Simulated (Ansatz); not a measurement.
## Redistribution: SiH(CH3)(OH)2 + Si(CH3)2(OH)(SiH3) → SiH(CH3)(OH)(SiH3) + Si(CH3)2(OH)2

Gas-phase species: SiH(CH3)(OH)2, singlet; Si(CH3)2(OH)(SiH3), singlet; SiH(CH3)(OH)(SiH3), singlet; Si(CH3)2(OH)2 (dimethylsilanediol), singlet. The partners trade OH for SiH3; both sit on Si, so the bond types are kept.

Shapes, held fixed at every level: PBE0-D4/def2-TZVP. Flexible molecules stand in one conformer, not always the lowest. Programs: Ansatz 0.2.0. Electronic energies: no zero-point or thermal term.

```tsv
level	kind	ΔE (kJ/mol)	less CCSD(T)/CBS estimate
HF/def2-TZVPP	Hartree–Fock	-0.3	-3.9
r2SCAN-D4/def2-TZVPP	meta-GGA	+4.3	+0.7
B3LYP-D4/def2-TZVPP	global hybrid	+4.0	+0.4
PBE0-D4/def2-TZVPP	global hybrid	+4.2	+0.6
wB97X-V/def2-TZVPP	range-separated hybrid	+3.2	-0.4
MP2/def2-TZVPP	perturbation theory	+5.2	+1.6
CCSD/def2-TZVPP	coupled cluster or CI	+2.9	-0.7
CCSD(T)/CBS estimate	coupled cluster or CI	+3.6	0.0
```

The highest level, CCSD(T)/CBS estimate, gives ΔE = +3.6 kJ/mol; the levels span -0.3 to +5.2. That is about zero within the method's error. They disagree on the sign: 7 of 8 are positive. The column of differences is taken from that level and isn't an error. No measured value is set beside it here. The CBS estimate extrapolates MP2 from def2-TZVPP and def2-QZVPP and adds CCSD(T) − MP2 in the triple-zeta set, cores frozen.

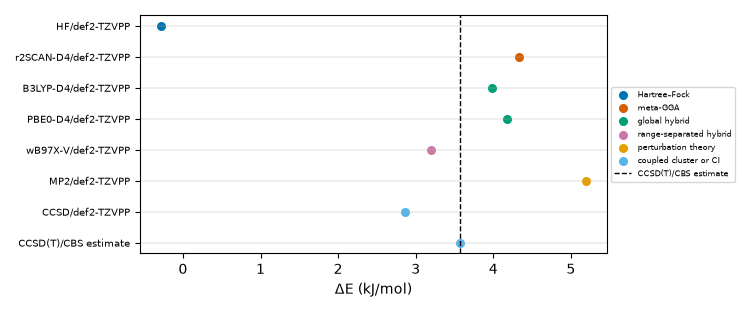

The values of the table, level by level.
